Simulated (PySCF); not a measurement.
## PO₃ (charge −1): geometry relaxation (part 2 of 2)

The same run, continued: PO₃ (metaphosphate (po31-) (8ci,9ci)), charge −1, SMILES O=P(=O)[O-]; MP2/def2-SVP, RHF (PySCF 2.14.0). The atoms were displaced at random from an optimised geometry.

Geometry of the input (Å):
```
O  0.6152  -0.4528  -1.1878
P  -0.1189  0.0411  0.1038
O  -1.1607  1.0305  0.1380
O  0.5650  -0.5048  1.2373
```

## Output, continued
```
Geometry optimization cycle 9
Cartesian coordinates (Angstrom)
 Atom        New coordinates             dX        dY        dZ
   O   0.546585  -0.413431  -1.251071   -0.000491  0.000871 -0.000163
   P  -0.024858   0.028456   0.072803   -0.000536 -0.000969  0.000808
   O  -1.166021   1.013725   0.110308    0.000673 -0.000005 -0.000938
   O   0.545018  -0.514785   1.359235    0.000354  0.000103  0.000294
converged SCF energy = -565.115822318237
E(RMP2_Scanner) = -565.78302171001  E_corr = -0.667199391772577
E(SCS-RMP2_Scanner) = -565.754801205326  E_corr = -0.638978887088572
--------------- RMP2_Scanner gradients ---------------
         x                y                z
0 O    -0.0000117294     0.0000188453     0.0000178820
1 P    -0.0000619008     0.0000288218    -0.0000897321
2 O     0.0000357944    -0.0000212085    -0.0000084047
3 O     0.0000378357    -0.0000264585     0.0000802548
----------------------------------------------
cycle 9: E = -565.78302171  dE = -2.10127e-06  norm(grad) = 0.000154599
Step    8 : Displace = 1.055e-03/1.370e-03 (rms/max) Trust = 1.483e-02 (=) Grad = 7.730e-05/1.128e-04 (rms/max) E (change) = -565.7830217100 (-2.101e-06) Quality = 1.101
Hessian Eigenvalues: 5.00000e-02 5.00000e-02 5.00000e-02 ... 7.08339e-01 8.41659e-01 1.05442e+00

Geometry optimization cycle 10
Cartesian coordinates (Angstrom)
 Atom        New coordinates             dX        dY        dZ
   O   0.546612  -0.413473  -1.251068    0.000027 -0.000043  0.000002
   P  -0.024832   0.028499   0.072815    0.000026  0.000043  0.000011
   O  -1.166049   1.013721   0.110342   -0.000027 -0.000003  0.000033
   O   0.544992  -0.514783   1.359188   -0.000026  0.000002 -0.000047
converged SCF energy = -565.115823358087
E(RMP2_Scanner) = -565.783021651121  E_corr = -0.667198293034042
E(SCS-RMP2_Scanner) = -565.754801204703  E_corr = -0.638977846616105
--------------- RMP2_Scanner gradients ---------------
         x                y                z
0 O     0.0000046039    -0.0000038494    -0.0000097249
1 P    -0.0000372207     0.0000335525    -0.0000144409
2 O     0.0000209751    -0.0000183863    -0.0000008666
3 O     0.0000116417    -0.0000113168     0.0000250324
----------------------------------------------
cycle 10: E = -565.783021651  dE = 5.88889e-08  norm(grad) = 6.72254e-05
Step    9 : Displace = 5.003e-05/5.411e-05 (rms/max) Trust = 2.098e-02 (+) Grad = 3.361e-05/5.215e-05 (rms/max) E (change) = -565.7830216511 (+5.889e-08) Quality = -7.352
Not rejecting step - energy change meets convergence criteria
Hessian Eigenvalues: 5.00000e-02 5.00000e-02 5.00000e-02 ... 6.54770e-01 7.69494e-01 8.82597e-01

Geometry optimization cycle 11
Cartesian coordinates (Angstrom)
 Atom        New coordinates             dX        dY        dZ
   O   0.546613  -0.413476  -1.251060    0.000001 -0.000003  0.000009
   P  -0.024823   0.028493   0.072818    0.000009 -0.000007  0.000003
   O  -1.166055   1.013727   0.110345   -0.000006  0.000006  0.000004
   O   0.544988  -0.514779   1.359172   -0.000004  0.000003 -0.000016
converged SCF energy = -565.115824706889
E(RMP2_Scanner) = -565.783021610753  E_corr = -0.667196903863557
E(SCS-RMP2_Scanner) = -565.754801237559  E_corr = -0.638976530670069
--------------- RMP2_Scanner gradients ---------------
         x                y                z
0 O     0.0000011990    -0.0000009061    -0.0000000372
1 P    -0.0000114538     0.0000097067    -0.0000050483
2 O     0.0000073209    -0.0000062019     0.0000002433
3 O     0.0000029339    -0.0000025987     0.0000048422
----------------------------------------------
cycle 11: E = -565.783021611  dE = 4.03681e-08  norm(grad) = 1.9598e-05
Step   10 : Displace = 1.225e-05/1.678e-05 (rms/max) Trust = 2.501e-05 (-) Grad = 9.799e-06/1.584e-05 (rms/max) E (change) = -565.7830216108 (+4.037e-08) Quality = -30.072
Not rejecting step - energy change meets convergence criteria
Hessian Eigenvalues: 5.00000e-02 5.00000e-02 5.00000e-02 ... 5.87544e-01 7.43433e-01 8.97082e-01

Geometry optimization cycle 12
Cartesian coordinates (Angstrom)
 Atom        New coordinates             dX        dY        dZ
   O   0.546612  -0.413475  -1.251060   -0.000002  0.000001 -0.000001
   P  -0.024816   0.028490   0.072821    0.000006 -0.000003  0.000003
   O  -1.166057   1.013728   0.110345   -0.000002  0.000001 -0.000001
   O   0.544985  -0.514778   1.359171   -0.000002  0.000001 -0.000001
converged SCF energy = -565.115824679507
E(RMP2_Scanner) = -565.783021667614  E_corr = -0.667196988106615
E(SCS-RMP2_Scanner) = -565.754801290428  E_corr = -0.638976610920229
--------------- RMP2_Scanner gradients ---------------
         x                y                z
0 O    -0.0000010421     0.0000007085     0.0000002192
1 P     0.0000063823    -0.0000051340     0.0000043192
2 O    -0.0000028433     0.0000022863    -0.0000003075
3 O    -0.0000024969     0.0000021393    -0.0000042309
----------------------------------------------
cycle 12: E = -565.783021668  dE = -5.68612e-08  norm(grad) = 1.13798e-05
```

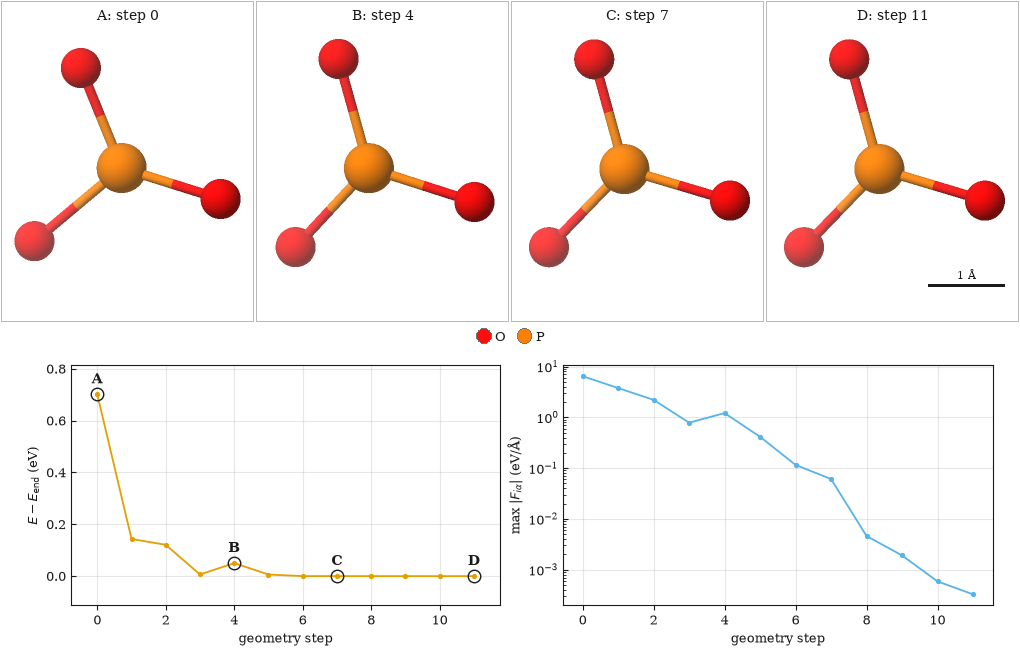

Fig. 1: Frames of the relaxation (ball-and-stick view, seen at a tilt) above the curves, on which the letters mark them (steps are counted from 0).

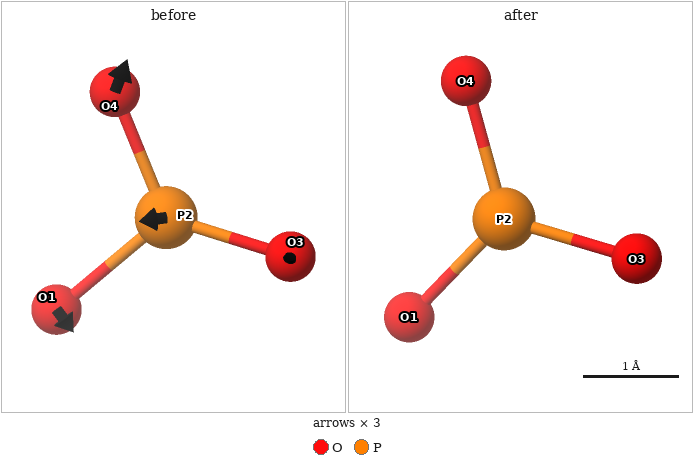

Fig. 2: Before (left) and after (right) the relaxation, at one scale (ball-and-stick view, seen at a tilt). The black arrows give the displacements, magnified 3 times. The energy falls by 0.701 eV in 11 geometry steps. Largest force component: 6.5 eV/Å at the start, 0.00033 eV/Å at the end. O4 moves most after the best rigid fit: 0.12 Å. Largest moves by element: O 0.12 Å, P 0.10 Å. Among the contacts that change: P2–O4 1.432 → 1.508 Å, P2–O3 1.437 → 1.508 Å, O1–P2 1.566 → 1.508 Å. Among the angles that change: O1–P2–O4 108.0° → 120.0°, O3–P2–O4 126.1° → 120.0°, O1–P2–O3 125.2° → 120.0°. (Atoms are counted from 1 in the order of the input.)

```
Step   11 : Displace = 4.389e-06/7.563e-06 (rms/max) Trust = 6.123e-06 (-) Grad = 5.690e-06/9.260e-06 (rms/max) E (change) = -565.7830216676 (-5.686e-08) Quality = 374.770
Hessian Eigenvalues: 5.00000e-02 5.00000e-02 5.00000e-02 ... 5.87544e-01 7.43433e-01 8.97082e-01
Converged! =D

converged: True
O           0.54661153       -0.41347502       -1.25106036
P          -0.02481642        0.02848975        0.07282054
O          -1.16605748        1.01372843        0.11034466
O           0.54498537       -0.51477816        1.35917115
converged SCF energy = -565.115824679478
E(RMP2) = -565.783021857872  E_corr = -0.667197178393707
E(SCS-RMP2) = -565.754801467709  E_corr = -0.638976788230423
E(MP2) = -565.783021858
```

## Trajectory as extended XYZ (Å, eV, eV/Å), 12 frames, from step=0 to step=11
```
4
Properties=species:S:1:pos:R:3:forces:R:3 step=0 energy=-15395.03890
O     0.6152   -0.4528   -1.1878   -2.2150   1.2397   0.8394
P    -0.1189    0.0411    0.1038    4.3388  -2.4249  -6.4532
O    -1.1607    1.0305    0.1380   -3.6118   2.9047   0.0182
O     0.5650   -0.5048    1.2373    1.4880  -1.7195   5.5955
4
Properties=species:S:1:pos:R:3:forces:R:3 step=1 energy=-15395.59679
O     0.5292   -0.3944   -1.2411   -0.3261   0.1641   1.2623
P    -0.0426    0.0341    0.1221    1.6539  -1.1226  -3.7752
O    -1.1512    1.0050    0.0645   -1.6208   1.3259   0.7881
O     0.5652   -0.5307    1.3458    0.2929  -0.3673   1.7248
4
Properties=species:S:1:pos:R:3:forces:R:3 step=2 energy=-15395.61945
O     0.5751   -0.4572   -1.2546   -0.0629   0.4588  -0.6002
P     0.0011    0.0676    0.0278   -0.8024  -0.6657   2.2048
O    -1.1850    1.0048    0.1730    0.5438   0.0051  -1.0289
O     0.5096   -0.5013    1.3451    0.3215   0.2017  -0.5757
4
Properties=species:S:1:pos:R:3:forces:R:3 step=3 energy=-15395.73399
O     0.5536   -0.4182   -1.2538   -0.0110  -0.0222  -0.2051
P    -0.0265    0.0246    0.0612   -0.0925   0.1742   0.7842
O    -1.1672    1.0165    0.1228    0.1744  -0.1843  -0.2229
O     0.5409   -0.5090    1.3610   -0.0709   0.0323  -0.3562
4
Properties=species:S:1:pos:R:3:forces:R:3 step=4 energy=-15395.69007
O     0.5248   -0.4126   -1.2457    0.2711   0.2226   0.2956
P     0.0038    0.0659    0.0941   -0.3199  -0.9852  -1.2133
O    -1.1727    0.9964    0.0861   -0.1934   0.5729   0.4113
O     0.5448   -0.5357    1.3568    0.2422   0.1897   0.5064
4
Properties=species:S:1:pos:R:3:forces:R:3 step=5 energy=-15395.73414
O     0.5384   -0.4127   -1.2507    0.0976   0.0709   0.1331
P    -0.0140    0.0411    0.0801   -0.1198  -0.3498  -0.4134
O    -1.1679    1.0072    0.1018   -0.0658   0.2057   0.1452
O     0.5443   -0.5217    1.3600    0.0880   0.0732   0.1351
4
Properties=species:S:1:pos:R:3:forces:R:3 step=6 energy=-15395.74018
O     0.5455   -0.4125   -1.2511   -0.0041   0.0046   0.0525
P    -0.0248    0.0288    0.0746    0.0411  -0.0401  -0.1157
O    -1.1656    1.0133    0.1083   -0.0373   0.0339   0.0358
O     0.5457   -0.5156    1.3595    0.0003   0.0017   0.0273
4
Properties=species:S:1:pos:R:3:forces:R:3 step=7 energy=-15395.74028
O     0.5471   -0.4143   -1.2509    0.0019   0.0085  -0.0208
P    -0.0243    0.0294    0.0720   -0.0158  -0.0169   0.0610
O    -1.1667    1.0137    0.1112    0.0186  -0.0060  -0.0158
O     0.5447   -0.5149    1.3589   -0.0047   0.0144  -0.0244
4
Properties=species:S:1:pos:R:3:forces:R:3 step=8 energy=-15395.74034
O     0.5466   -0.4134   -1.2511    0.0006  -0.0010  -0.0009
P    -0.0249    0.0285    0.0728    0.0032  -0.0015   0.0046
O    -1.1660    1.0137    0.1103   -0.0018   0.0011   0.0004
O     0.5450   -0.5148    1.3592   -0.0019   0.0014  -0.0041
4
Properties=species:S:1:pos:R:3:forces:R:3 step=9 energy=-15395.74033
O     0.5466   -0.4135   -1.2511   -0.0002   0.0002   0.0005
P    -0.0248    0.0285    0.0728    0.0019  -0.0017   0.0007
O    -1.1660    1.0137    0.1103   -0.0011   0.0009   0.0000
O     0.5450   -0.5148    1.3592   -0.0006   0.0006  -0.0013
4
Properties=species:S:1:pos:R:3:forces:R:3 step=10 energy=-15395.74033
O     0.5466   -0.4135   -1.2511   -0.0001   0.0000   0.0000
P    -0.0248    0.0285    0.0728    0.0006  -0.0005   0.0003
O    -1.1661    1.0137    0.1103   -0.0004   0.0003   0.0000
O     0.5450   -0.5148    1.3592   -0.0002   0.0001  -0.0002
4
Properties=species:S:1:pos:R:3:forces:R:3 step=11 energy=-15395.74033
O     0.5466   -0.4135   -1.2511    0.0001   0.0000   0.0000
P    -0.0248    0.0285    0.0728   -0.0003   0.0003  -0.0002
O    -1.1661    1.0137    0.1103    0.0001  -0.0001   0.0000
O     0.5450   -0.5148    1.3592    0.0001  -0.0001   0.0002
```

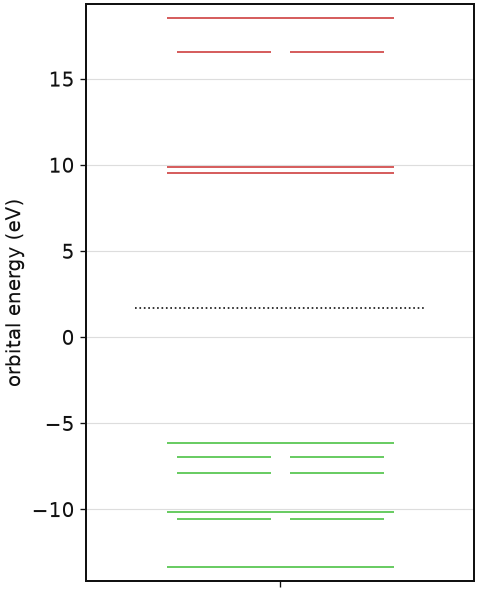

Fig. 3: Orbital energies near the frontier (SCF reference); the dotted line parts filled from empty levels, and levels within 0.02 eV of each other stand side by side. Highest filled −6.12 eV, lowest empty 9.55 eV, 15.67 eV apart.
